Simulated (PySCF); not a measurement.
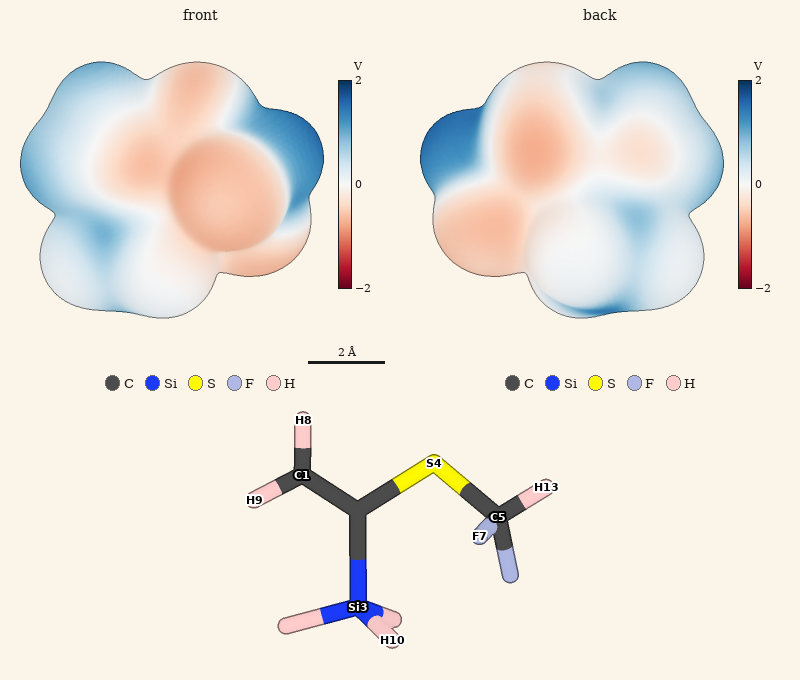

The picture shows: C3H6F2SSi. The electrostatic potential painted on the density surface at 0.002 e/bohr³, seen from the front and from behind; the colour scale runs from red (negative) to blue (positive). The bare structure is drawn below in the same view.

Geometry: GFN2-xTB.

Level of theory: PBE0/pcSseg-1, SCF density, gas phase, non-relativistic in PySCF.

```csv
atom,x (Å),y (Å),z (Å)
C,-1.3680,1.6660,-0.0315
C,-0.5774,0.6125,-0.1808
Si,-1.0723,-1.1712,0.2534
S,1.0045,0.9066,-0.9612
C,2.1009,-0.1571,0.0200
F,1.9112,-1.4712,-0.2215
F,1.9157,0.0136,1.3415
H,-1.0754,2.6627,-0.3218
H,-2.3549,1.5528,0.3844
H,-0.3695,-1.5841,1.4651
H,-2.5150,-1.1118,0.4802
H,-0.7425,-2.0183,-0.8897
H,3.1383,0.1001,-0.2342
```

> Where is the surface potential most negative and most positive?

The most negative region (about −0.7 V) lies over S4 and F7, the most positive (about +1.5 V) over H13.
